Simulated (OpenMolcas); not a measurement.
# Fe: multiconfigurational calculation (part 2 of 2)

The same run, continued: Fe. Method: state-averaged CASSCF, active space 8 electrons in the shells 3d 4s, basis ANO-RCC-VQZP, DKH2 scalar Hamiltonian, spin-orbit coupling by RASSI with atomic mean-field integrals (OpenMolcas).

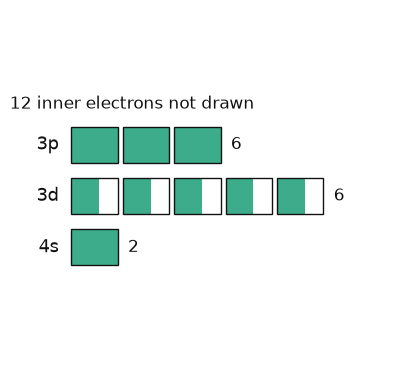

The outer shells of the leading configuration of the lowest level: a box for each of the 2l + 1 orbitals, shaded by the share of the shell that is filled, with the electron count at the right.

**The program's output (extracts), continued**
```
--- RASSI ---
SPIN-FREE ENERGIES:
  (Shifted by EMIN (a.u.) =      -1271.2713212321)

 SF State       Relative EMIN(au)   Rel lowest level(eV)    D:o, cm**(-1)      L_eff

     1             0.0000000000        0.0000000000              0.0000         2.0
     2             0.0000000000        0.0000000000              0.0000         2.0
     3             0.0000000000        0.0000000000              0.0000         2.0
     4             0.0000000000        0.0000000000              0.0000         2.0
     5             0.0000000000        0.0000000000              0.0000         2.0
     6             0.0331349863        0.9016489101           7272.2889         3.0
     7             0.0331349863        0.9016489101           7272.2889         3.0
     8             0.0331349863        0.9016489101           7272.2889         3.0
     9             0.0331349863        0.9016489101           7272.2889         3.0
    10             0.0331349863        0.9016489101           7272.2889         3.0
    11             0.0331349863        0.9016489101           7272.2889         3.0
    12             0.0331349863        0.9016489101           7272.2889         3.0
    16             0.0657043958        1.7879076913          14420.4480         3.0
    17             0.0657043958        1.7879076913          14420.4480         3.0
    18             0.0657043958        1.7879076913          14420.4480         3.0
    19             0.0657043958        1.7879076913          14420.4480         3.0
    20             0.0657043958        1.7879076913          14420.4480         3.0
    21             0.0657043958        1.7879076913          14420.4480         3.0
    22             0.0657043958        1.7879076913          14420.4480         3.0
    23             0.0908509127        2.4721792750          19939.4706         5.0
    24             0.0908509127        2.4721792750          19939.4706         5.0
    25             0.0908509127        2.4721792750          19939.4706         5.0
    26             0.0908509127        2.4721792750          19939.4706         5.0
    27             0.0908509127        2.4721792750          19939.4706         5.0
    28             0.0908509127        2.4721792750          19939.4706         5.0
    29             0.0908509127        2.4721792750          19939.4706         5.0
    30             0.0908509127        2.4721792750          19939.4706         5.0
    31             0.0908509127        2.4721792750          19939.4706         5.0
    32             0.0908509127        2.4721792750          19939.4706         5.0
    33             0.0908509127        2.4721792750          19939.4706         5.0
    34             0.0990126783        2.6942722327          21730.7711         1.0
    35             0.0990126783        2.6942722327          21730.7711         1.0
    36             0.0990126783        2.6942722327          21730.7711         1.0
    37             0.1048284868        2.8525284448          23007.1935         3.0
    38             0.1048284868        2.8525284448          23007.1935         3.0
    39             0.1048284868        2.8525284448          23007.1935         3.0
    40             0.1048284868        2.8525284448          23007.1935         3.0
    41             0.1048284868        2.8525284448          23007.1935         3.0
    42             0.1048284868        2.8525284448          23007.1935         3.0
    43             0.1048284868        2.8525284448          23007.1935         3.0
Eigenvalues of complex Hamiltonian:
   -----------------------------------
  (Shifted by EMIN (a.u.) =      -1271.2713212321)

 SO State       Relative EMIN(au)   Rel lowest level(eV)    D:o, cm**(-1)     J-value

     1            -0.0018265185        0.0000000000              0.0000         3.6
     2            -0.0018265185        0.0000000000              0.0000         3.3
     3            -0.0018265185        0.0000000000              0.0000         2.4
     4            -0.0018265185        0.0000000000              0.0000         2.8
     5            -0.0018265185        0.0000000000              0.0000         3.2
     6            -0.0018265185        0.0000000000              0.0000         3.3
     7            -0.0018265185        0.0000000000              0.0000         3.5
     8            -0.0018265185        0.0000000000              0.0000         3.0
     9            -0.0018265185        0.0000000000              0.0000         3.4
    10            -0.0000573659        0.0481410970            388.2841         2.4
    11            -0.0000573659        0.0481410970            388.2841         2.5
    12            -0.0000573659        0.0481410970            388.2841         2.8
    13            -0.0000573659        0.0481410970            388.2841         1.8
    14            -0.0000573659        0.0481410970            388.2841         2.5
    15            -0.0000573659        0.0481410970            388.2841         2.7
    16            -0.0000573659        0.0481410970            388.2841         1.6
    17             0.0012084440        0.0825855390            666.0973         1.8
    18             0.0012084440        0.0825855390            666.0973         1.3
    19             0.0012084440        0.0825855390            666.0973         1.5
    20             0.0012084440        0.0825855390            666.0973         1.7
    21             0.0012084440        0.0825855390            666.0973         1.5
    22             0.0020302559        0.1049481789            846.4641         0.6
    23             0.0020302559        0.1049481789            846.4641         1.0
    24             0.0020302559        0.1049481789            846.4641         0.6
    25             0.0024357000        0.1159808742            935.4488        -0.0
    26             0.0304593602        0.8785435153           7085.9313         4.4
    27             0.0304593602        0.8785435153           7085.9313         4.7
    28             0.0304593602        0.8785435153           7085.9313         4.7
    29             0.0304593602        0.8785435153           7085.9313         4.5
    30             0.0304593602        0.8785435153           7085.9313         4.7
    31             0.0304593602        0.8785435153           7085.9313         4.5
    32             0.0304593602        0.8785435153           7085.9313         4.1
    33             0.0304593602        0.8785435153           7085.9313         3.0
    34             0.0304593602        0.8785435153           7085.9313         2.6
    35             0.0304593602        0.8785435153           7085.9313         3.8
    36             0.0304593602        0.8785435153           7085.9313         2.1
    37             0.0326385662        0.9378427318           7564.2118         3.1
    38             0.0326385662        0.9378427318           7564.2118         2.6
    39             0.0326385662        0.9378427318           7564.2118         3.3
    40             0.0326385662        0.9378427318           7564.2118         3.2
    41             0.0326385662        0.9378427318           7564.2118         3.4
Weights of the five most important spin-orbit-free states for each spin-orbit state.

 SO State  Total energy (au)           Spin-free states, spin, and weights
 -------------------------------------------------------------------------------------------------------
    1        -0.001827       5 2.0  0.3420    4 2.0  0.2339    2 2.0  0.1790    1 2.0  0.1724    3 2.0  0.0717
    2        -0.001827       4 2.0  0.3333    3 2.0  0.3188    5 2.0  0.1729    1 2.0  0.0878    2 2.0  0.0863
    3        -0.001827       1 2.0  0.3820    2 2.0  0.2378    4 2.0  0.1874    5 2.0  0.1444    3 2.0  0.0474
    4        -0.001827       2 2.0  0.2861    1 2.0  0.2539    5 2.0  0.2004    4 2.0  0.1481    3 2.0  0.1106
    5        -0.001827       3 2.0  0.3522    4 2.0  0.2695    5 2.0  0.2006    1 2.0  0.0976    2 2.0  0.0791
    6        -0.001827       5 2.0  0.3555    1 2.0  0.2108    3 2.0  0.2094    4 2.0  0.1269    2 2.0  0.0963
    7        -0.001827       3 2.0  0.4130    4 2.0  0.2022    2 2.0  0.1711    5 2.0  0.1464    1 2.0  0.0662
    8        -0.001827       2 2.0  0.3000    1 2.0  0.2508    4 2.0  0.1621    5 2.0  0.1569    3 2.0  0.1293
    9        -0.001827       2 2.0  0.3626    1 2.0  0.2766    3 2.0  0.1458    4 2.0  0.1349    5 2.0  0.0791
   10        -0.000057       2 2.0  0.3288    4 2.0  0.3224    5 2.0  0.1434    3 2.0  0.1431    1 2.0  0.0618
   11        -0.000057       2 2.0  0.3146    5 2.0  0.2529    3 2.0  0.1978    1 2.0  0.1758    4 2.0  0.0584
   12        -0.000057       3 2.0  0.2457    4 2.0  0.2424    1 2.0  0.2371    5 2.0  0.2296    2 2.0  0.0448
```

**Spin-orbit levels, grouped by J and assigned**

| Configuration | Level | E (eV) | LS purity (%) | Landé g |
| --- | --- | --- | --- | --- |
| 3d⁶ 4s² | ⁵D₄ | 0 | 100 | 1.501 |
| 3d⁶ 4s² | ⁵D₃ | 0.04814 | 100 | 1.501 |
| 3d⁶ 4s² | ⁵D₂ | 0.08259 | 100 | 1.501 |
| 3d⁶ 4s² | ⁵D₁ | 0.1049 | 100 | 1.501 |
| 3d⁶ 4s² | ⁵D₀ | 0.1160 | 100 | – |
| 3d⁷ 4s | ⁵F₅ | 0.8785 | 100 | 1.401 |
| 3d⁷ 4s | ⁵F₄ | 0.9378 | 100 | 1.351 |
| 3d⁷ 4s | ⁵F₃ | 0.9847 | 100 | 1.250 |
| 3d⁷ 4s | ⁵F₂ | 1.019 | 100 | 1.000 |
| 3d⁷ 4s | ⁵F₁ | 1.042 | 100 | -0.002 |
| 3d⁷ 4s | ³F₄ | 1.778 | 100 | 1.250 |
| 3d⁷ 4s | ³F₃ | 1.856 | 100 | 1.084 |
| 3d⁷ 4s | ³F₂ | 1.915 | 100 | 0.666 |
| 3d⁶ 4s² | ³H₆ | 2.496 | 100 | 1.167 |
| 3d⁶ 4s² | ³H₅ | 2.522 | 99 | 1.035 |
| 3d⁶ 4s² | ³H₄ | 2.541 | 99 | 0.802 |
| 3d⁶ 4s² | ³P₂ | 2.675 | 100 | 1.501 |
| 3d⁶ 4s² | ³P₁ | 2.814 | 100 | 1.502 |
| 3d⁶ 4s² | ³F₄ | 2.871 | 95 | 1.240 |
| 3d⁶ 4s² | ³P₀ | 2.884 | 100 | – |
| 3d⁶ 4s² | ³F₃ | 2.899 | 96 | 1.072 |
| 3d⁷ 4s | ⁵P₃ | 2.923 | 100 | 1.668 |
| 3d⁶ 4s² | ³F₂ | 2.923 | 100 | 0.666 |
| 3d⁷ 4s | ⁵P₂ | 2.950 | 99 | 1.832 |
| 3d⁷ 4s | ⁵P₁ | 2.978 | 99 | 2.496 |
| 3d⁷ 4s | ³G₅ | 3.044 | 99 | 1.199 |
| 3d⁷ 4s | ³G₄ | 3.086 | 96 | 1.055 |
| 3d⁷ 4s | ³G₃ | 3.113 | 97 | 0.758 |
| 3d⁶ 4s² | ³G₅ | 3.258 | 99 | 1.199 |
| 3d⁶ 4s² | ³G₄ | 3.298 | 97 | 1.051 |
| 3d⁶ 4s² | ³G₃ | 3.325 | 99 | 0.753 |

**Summary**

| quantity | value |
| --- | --- |
| outcome | converged |
| lowest level | 3d⁶ 4s² ⁵D₄ |
| first excited level | 3d⁶ 4s² ⁵D₃, 388 cm⁻¹ (measured: 416) |
| energy of the lowest spin-free term | −1271.27132 hartree |
| energy of the lowest spin-orbit level | −1271.27315 hartree |
| largest spread among components of a term | 0.0 cm⁻¹ |
| hardware | 1 thread of Arm Neoverse V1, 24 GiB of memory available, shared host |
| wall time | 51 s |

**Notes**

Without dynamic correlation the gaps between configurations can be off by an electronvolt or more. Caveats: single d shell misplaces d against s configurations; spin-free states above about 35,000 cm⁻¹ are left out of the spin-orbit step; only configurations of the active space are included.
